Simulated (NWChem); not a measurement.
**Run report: AlH$_{3}$Se, excited-state calculation**

The run: excited-state calculation of AlH$_{3}$Se, SMILES [AlH2][SeH]. Method and program: TDA (B3LYP)/aug-cc-pVDZ, RKS (NWChem 7.3.0).

The geometry comes from this level: PBE0-D4/def2-TZVP.

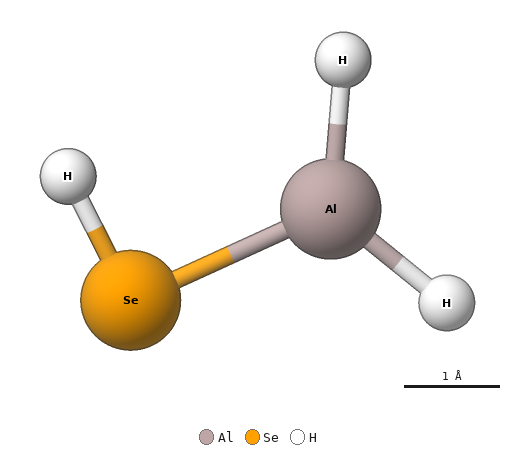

**Figure 1.** The structure as given in the input (ball-and-stick view, seen on its broad side). Sticks mark near contacts. Bond lengths as drawn: Al–H 1.58 Å, Al–Se 2.31 Å and H–Se 1.47 Å.

### The input
```
start alh3se
title "AlH3Se"
memory 2200 mb
charge 0
geometry units angstroms noautosym nocenter noautoz
Al   -0.435200   -0.530700    0.166800
Se    0.870300    1.346600    0.522900
H    -1.236800   -1.072700    1.415100
H    -0.474100   -1.181000   -1.272800
H     1.325600    1.364100   -0.873500
end
basis "ao basis" spherical bse
* library aug-cc-pVDZ
end
basis "cd basis" spherical
* library "dgauss a1 dft coulomb fitting"
end
dft
xc b3lyp
grid fine
convergence energy 1e-08
iterations 100
mulliken
print low
end
tddft
cis
nroots 4
notriplet
end
task tddft
```

Machine: 1 thread of AMD EPYC (Zen 5), 16 GiB of memory available, shared host.

Command:
```bash
nwchem alh3se.nw > alh3se.out
```

### Output
```
Northwest Computational Chemistry Package (NWChem) 7.3.0
             --------------------------------------------------------

           Job information
           ---------------

    nwchem branch   = 7.3.0
    use scalapack   = T
    input           = alh3se.nw
    prefix          = alh3se.
    data base       = ./alh3se.db
    status          = startup
    nproc           =        1

           Memory information
           ------------------

    heap     =     72089596 doubles =      550.0 Mbytes
    stack    =     72089601 doubles =      550.0 Mbytes
    global   =    144179200 doubles =     1100.0 Mbytes (distinct from heap & stack)
    total    =    288358397 doubles =     2200.0 Mbytes
    verify   = yes
    hardfail = no

           Directory information
           ---------------------

  0 permanent = .
  0 scratch   = .

                                NWChem Input Module
                                -------------------

                                      AlH3Se
                                      ------

 Scaling coordinates for geometry "geometry" by  1.889725989
 (inverse scale =  0.529177249)

                             Geometry "geometry" -> ""
                             -------------------------

 Output coordinates in angstroms (scale by  1.889725989 to convert to a.u.)

  No.       Tag          Charge          X              Y              Z
 ---- ---------------- ---------- -------------- -------------- --------------
    1 Al                  13.0000    -0.43520000    -0.53070000     0.16680000
    2 Se                  34.0000     0.87030000     1.34660000     0.52290000
    3 H                    1.0000    -1.23680000    -1.07270000     1.41510000
    4 H                    1.0000    -0.47410000    -1.18100000    -1.27280000
    5 H                    1.0000     1.32560000     1.36410000    -0.87350000

      Atomic Mass
      -----------

      Al                26.981540
      Se                78.918300
      H                  1.007825

 Effective nuclear repulsion energy (a.u.)     135.7071701244

            Nuclear Dipole moment (a.u.)
            ----------------------------
        X                 Y               Z
 ---------------- ---------------- ----------------
    44.4979447709    71.8014617443    36.3125966514

            XYZ format geometry
            -------------------
     5
 geometry
 Al                   -0.43520000    -0.53070000     0.16680000
 Se                    0.87030000     1.34660000     0.52290000
 H                    -1.23680000    -1.07270000     1.41510000
 H                    -0.47410000    -1.18100000    -1.27280000
 H                     1.32560000     1.36410000    -0.87350000

 ==============================================================================
                                internuclear distances
 ------------------------------------------------------------------------------
       center one      |      center two      | atomic units |  angstroms
 ------------------------------------------------------------------------------
    2 Se               |   1 Al               |     4.37315  |     2.31417
    3 H                |   1 Al               |     2.98468  |     1.57942
    4 H                |   1 Al               |     2.98604  |     1.58014
    5 H                |   2 Se               |     2.77573  |     1.46886
 ------------------------------------------------------------------------------
                         number of included internuclear distances:          4
 ==============================================================================

 ==============================================================================
                                 internuclear angles
 ------------------------------------------------------------------------------
        center 1       |       center 2       |       center 3       |  degrees
 ------------------------------------------------------------------------------
    2 Se               |   1 Al               |   3 H                |   116.30
    2 Se               |   1 Al               |   4 H                |   119.20
    3 H                |   1 Al               |   4 H                |   124.49
    1 Al               |   2 Se               |   5 H                |    92.19
 ------------------------------------------------------------------------------
                            number of included internuclear angles:          4
 ==============================================================================

 Summary of "ao basis" -> "" (spherical)
 ------------------------------------------------------------------------------
       Tag                 Description            Shells   Functions and Types
 ---------------- ------------------------------  ------  ---------------------
 *                        aug-cc-pVDZ                 on all atoms

 Summary of "cd basis" -> "" (spherical)
 ------------------------------------------------------------------------------
       Tag                 Description            Shells   Functions and Types
 ---------------- ------------------------------  ------  ---------------------
 *                dgauss a1 dft coulomb fitting       on all atoms

                                 NWChem DFT Module
                                 -----------------

                                      AlH3Se

                      Basis "ao basis" -> "ao basis" (spherical)
                      -----
  [basis functions not shown]

 Summary of "ao basis" -> "ao basis" (spherical)
 ------------------------------------------------------------------------------
       Tag                 Description            Shells   Functions and Types
 ---------------- ------------------------------  ------  ---------------------
 Al                       aug-cc-pVDZ               11       27   5s4p2d
 Se                       aug-cc-pVDZ               14       36   6s5p3d
 H                        aug-cc-pVDZ                5        9   3s2p

                      Basis "cd basis" -> "cd basis" (spherical)
                      -----
  [basis functions not shown]

 Summary of "cd basis" -> "cd basis" (spherical)
 ------------------------------------------------------------------------------
       Tag                 Description            Shells   Functions and Types
 ---------------- ------------------------------  ------  ---------------------
 Al               dgauss a1 dft coulomb fitting     17       41   9s4p4d
 Se               dgauss a1 dft coulomb fitting     20       50   10s5p5d
 H                dgauss a1 dft coulomb fitting      4        4   4s

  Caching 1-el integrals
   Time after variat. SCF:      4.1

     ---------------------------------------------
      Total Density - Mulliken Population Analysis
     ---------------------------------------------

    Atom       Charge   Shell Charges
 -----------   ------   -------------------------------------------------------
    1 Al  13    12.57   2.00  2.02  0.75  0.46  0.03  6.01  0.77  0.33  0.01  0.17  0.03
    2 Se  34    34.62   2.00  2.00  2.02  0.99  0.86  0.04  6.00  6.00  2.26  2.33  0.08  9.97  0.05  0.02
    3 H    1     1.03   0.71  0.34 -0.03  0.01  0.01
    4 H    1     1.03   0.70  0.35 -0.03  0.01  0.01
    5 H    1     0.74   0.56  0.13  0.01  0.03  0.01
   Time prior to 1st pass:      4.2

           Memory utilization after 1st SCF pass:
           Heap Space remaining (MW):       36.61            36609772
          Stack Space remaining (MW):       71.55            71553956

   convergence    iter        energy       DeltaE   RMS-Dens  Diis-err    time
 ---------------- ----- ----------------- --------- --------- ---------  ------
 d= 0,ls=0.0,diis     1  -2646.1610196664 -2.78D+03  8.08D-03  1.80D-01    10.0
 d= 0,ls=0.0,diis     2  -2646.1871435239 -2.61D-02  2.91D-03  4.29D-02    15.7
 d= 0,ls=0.0,diis     3  -2646.1935999591 -6.46D-03  1.10D-03  1.17D-02    21.3
 d= 0,ls=0.0,diis     4  -2646.1959165215 -2.32D-03  2.73D-04  5.07D-04    26.8
 d= 0,ls=0.0,diis     5  -2646.1959981579 -8.16D-05  6.17D-05  3.13D-05    32.3
  Resetting Diis
 d= 0,ls=0.0,diis     6  -2646.1960037269 -5.57D-06  1.57D-05  5.96D-07    38.0
 d= 0,ls=0.0,diis     7  -2646.1960038291 -1.02D-07  8.78D-06  2.04D-07    43.6
 d= 0,ls=0.0,diis     8  -2646.1960038302 -1.03D-09  4.18D-06  2.15D-07    49.3

         Total DFT energy =    -2646.196003830170
      One electron energy =    -3954.145437705680
           Coulomb energy =     1279.267730903338
    Exchange-Corr. energy =     -107.025467152268
 Nuclear repulsion energy =      135.707170124440

 Numeric. integr. density =       49.999998689519

     Total iterative time =     45.0s

     ---------------------------------------------
      Total Density - Mulliken Population Analysis
     ---------------------------------------------

    Atom       Charge   Shell Charges
 -----------   ------   -------------------------------------------------------
    1 Al  13    12.90   2.00  2.04  0.69  0.31  0.04  6.02  1.05  0.45  0.01  0.23  0.05
    2 Se  34    34.36   2.00  2.00  2.03  1.04  0.90  0.01  6.00  6.00  2.32  1.94  0.05  9.94  0.10  0.01
    3 H    1     0.99   0.72  0.28 -0.05  0.01  0.03
    4 H    1     0.99   0.72  0.28 -0.04  0.01  0.03
    5 H    1     0.77   0.70  0.03  0.01  0.04  0.00

     -------------------------------------------
      Total Density - Lowdin Population Analysis
     -------------------------------------------

    Atom       Charge   Shell Charges
 -----------   ------   -------------------------------------------------------
    1 Al  13    12.61   2.00  1.70  0.57  0.25  0.07  5.89  0.97  0.53  0.04  0.34  0.25
    2 Se  34    33.69   2.00  1.98  1.75  0.96  0.55  0.13  6.00  5.90  2.19  1.78  0.25  9.77  0.27  0.13
    3 H    1     1.21   0.59  0.40  0.07  0.02  0.14
    4 H    1     1.21   0.59  0.40  0.07  0.02  0.14
    5 H    1     1.28   0.55  0.26  0.05  0.06  0.36
                                NWChem TDDFT Module
                                -------------------

                                      AlH3Se

            General Information
            -------------------
           No. of orbitals :     180
            Alpha orbitals :      90
             Beta orbitals :      90
        Alpha frozen cores :       0
         Beta frozen cores :       0
     Alpha frozen virtuals :       0
      Beta frozen virtuals :       0
         Spin multiplicity :       1
    Number of AO functions :      90
        Use of symmetry is : off
      Symmetry adaption is : off
         Schwarz screening :  0.10D-08

              XC Information
              --------------
                  B3LYP Method XC Potential
              Hartree-Fock (Exact) Exchange   0.20
                 Slater Exchange Functional   0.80 local
             Becke 1988 Exchange Functional   0.72 non-local
       Lee-Yang-Parr Correlation Functional   0.81
           VWN I RPA Correlation Functional   0.19 local

             TDDFT Information
             -----------------
          Calculation type : Tamm-Dancoff TDDFT
         Wavefunction type : Restricted singlets
          No. of electrons :      50
           Alpha electrons :      25
            Beta electrons :      25
              No. of roots :       4
          Max subspacesize :    4800
            Max iterations :     100
               Target root :       1
           Target symmetry : none
      Symmetry restriction : off
                 Algorithm : Optimal
        Davidson threshold :  0.10D-03

            Memory Information
            ------------------
          Available GA space size is         144171100 doubles
          Available MA space size is         110616164 doubles
          Length of a trial vector is         1625
          Algorithm : Incore multiple tensor contraction
          Estimated peak GA usage is          23690000 doubles
          Estimated peak MA usage is              8400 doubles

    4 smallest eigenvalue differences (eV)
--------------------------------------------------------
  No. Spin  Occ  Vir  Irrep   E(Occ)    E(Vir)   E(Diff)
--------------------------------------------------------
    1    1   25   26 a        -0.271    -0.074     5.347
    2    1   24   26 a        -0.312    -0.074     6.476
    3    1   25   27 a        -0.271    -0.030     6.546
    4    1   23   26 a        -0.329    -0.074     6.935
--------------------------------------------------------

  Entering Davidson iterations

  Iter   NTrls   NConv    DeltaV     DeltaE      Time
  ----  ------  ------  ---------  ---------  ---------
    1      4       0     0.98E-01   0.10+100       48.4
    2      8       0     0.14E-01   0.18E-01       42.0
    3     12       0     0.32E-02   0.29E-03       43.6
    4     16       1     0.11E-02   0.35E-04       45.5
    5     19       3     0.17E-03   0.12E-05       45.1
    6     20       4     0.74E-04   0.40E-07       42.6
  ----  ------  ------  ---------  ---------  ---------
  Convergence criterion met

  Ground state a       -2646.196003830170 a.u.

  ----------------------------------------------------------------------------
  Root   1 singlet a              0.179864765 a.u.                4.8944 eV
  ----------------------------------------------------------------------------
     Transition Moments    X -0.55165   Y -0.76529   Z -0.08297
     Transition Moments   XX -0.07693  XY -1.68014  XZ -0.29121
     Transition Moments   YY -1.40338  YZ -0.80210  ZZ  0.09334
     Dipole Oscillator Strength                    0.1075427410
     Electric Quadrupole                           0.0000001308
     Magnetic Dipole                               0.0000000150
     Total Oscillator Strength                     0.1075428869

          sigma_e =   2.1709 Angstrom
          sigma_h =   1.4628 Angstrom
         |d_h->e| =   2.0251 Angstrom
            d_exc =   3.3099 Angstrom
            d_CD1 =   2.7333 Angstrom
            d_CD2 =   0.2083 Angstrom
            d_CD3 =   5.3350 Angstrom
     Pearson C.C. =  -0.0003

     Occ.   24  a   ---  Virt.   27  a       -0.06901
     Occ.   24  a   ---  Virt.   28  a       -0.15873
     Occ.   24  a   ---  Virt.   33  a       -0.07982
     Occ.   25  a   ---  Virt.   26  a       -0.96983
  ----------------------------------------------------------------------------
  Root   2 singlet a              0.199393504 a.u.                5.4258 eV
  ----------------------------------------------------------------------------
     Transition Moments    X  0.02552   Y -0.02148   Z  0.00829
     Transition Moments   XX  1.71147  XY  0.75830  XZ  0.93108
     Transition Moments   YY -2.12961  YZ -0.05706  ZZ  0.41744
     Dipole Oscillator Strength                    0.0001570561
     Electric Quadrupole                           0.0000002222
     Magnetic Dipole                               0.0000028230
     Total Oscillator Strength                     0.0001601013

          sigma_e =   2.1420 Angstrom
          sigma_h =   1.8747 Angstrom
         |d_h->e| =   1.3436 Angstrom
            d_exc =   3.1334 Angstrom
            d_CD1 =   1.6108 Angstrom
            d_CD2 =  -0.6647 Angstrom
            d_CD3 =   4.4771 Angstrom
     Pearson C.C. =   0.0111

     Occ.   24  a   ---  Virt.   26  a        0.97707
     Occ.   25  a   ---  Virt.   27  a       -0.18395
  ----------------------------------------------------------------------------
  Root   3 singlet a              0.204730258 a.u.                5.5710 eV
  ----------------------------------------------------------------------------
     Transition Moments    X -0.41691   Y  0.31486   Z -0.13172
     Transition Moments   XX -1.01687  XY -0.32566  XZ -0.29374
     Transition Moments   YY  1.07224  YZ -0.12554  ZZ -0.08477
     Dipole Oscillator Strength                    0.0396224773
     Electric Quadrupole                           0.0000000596
     Magnetic Dipole                               0.0000004224
     Total Oscillator Strength                     0.0396229593

          sigma_e =   2.8534 Angstrom
          sigma_h =   1.5231 Angstrom
         |d_h->e| =   0.8598 Angstrom
            d_exc =   3.3058 Angstrom
            d_CD1 =   2.1901 Angstrom
            d_CD2 =  -1.3285 Angstrom
            d_CD3 =   4.1656 Angstrom
     Pearson C.C. =   0.0314

     Occ.   23  a   ---  Virt.   26  a       -0.13266
     Occ.   24  a   ---  Virt.   26  a        0.19184
     Occ.   25  a   ---  Virt.   27  a        0.95642
     Occ.   25  a   ---  Virt.   28  a       -0.14745
  ----------------------------------------------------------------------------
  Root   4 singlet a              0.212897794 a.u.                5.7932 eV
  ----------------------------------------------------------------------------
     Transition Moments    X  0.12139   Y -0.09271   Z  0.03828
     Transition Moments   XX -1.10637  XY  0.31910  XZ  1.36532
     Transition Moments   YY  0.14694  YZ -1.19254  ZZ  0.96727
     Dipole Oscillator Strength                    0.0035193837
     Electric Quadrupole                           0.0000002301
     Magnetic Dipole                               0.0000028179
     Total Oscillator Strength                     0.0035224317

          sigma_e =   2.1254 Angstrom
          sigma_h =   1.7272 Angstrom
         |d_h->e| =   0.5423 Angstrom
            d_exc =   2.7544 Angstrom
            d_CD1 =   0.9405 Angstrom
            d_CD2 =  -1.3840 Angstrom
            d_CD3 =   3.2967 Angstrom
     Pearson C.C. =   0.0283

     Occ.   23  a   ---  Virt.   26  a       -0.98830
     Occ.   25  a   ---  Virt.   27  a       -0.13815

              Target root =      1
          Target symmetry = none
      Ground state energy =  -2646.196003830170
        Excitation energy =      0.179864765196

  stored tddft:energy   -2646.0161390649741

 Task  times  cpu:      316.5s     wall:      316.5s
 Total times  cpu:      316.5s     wall:      316.5s
```

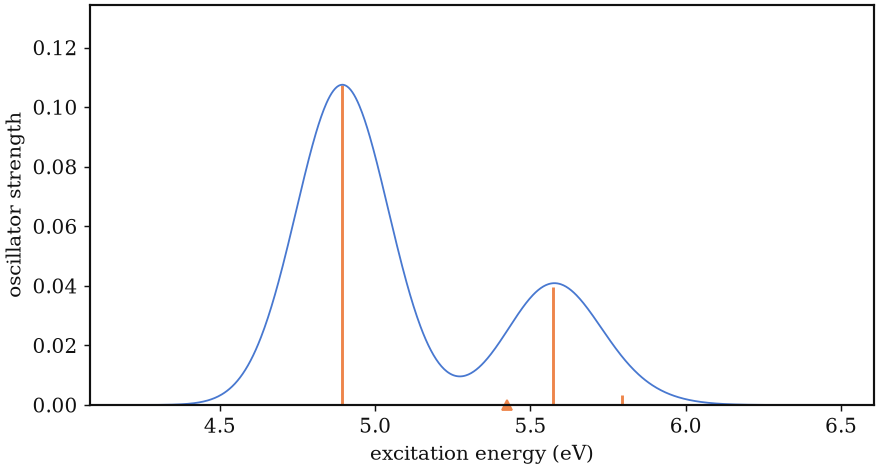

**Figure 2.** Computed excitations as sticks (degenerate states added up, dark ones marked on the axis), with a Gaussian envelope of 0.35 eV full width at half maximum, scaled to the tallest. Of the 4 states the lowest lies at 4.89 eV (f = 0.108); the strongest line is at 4.89 eV, or 253 nm (f = 0.108).

### Results in brief

| quantity | value |
| --- | --- |
| outcome | converged |
| total energy | −2646.196004 hartree |
| lowest excitation | 4.89 eV |
| wall time | 5.3 min |
| peak memory | 0.12 GiB |
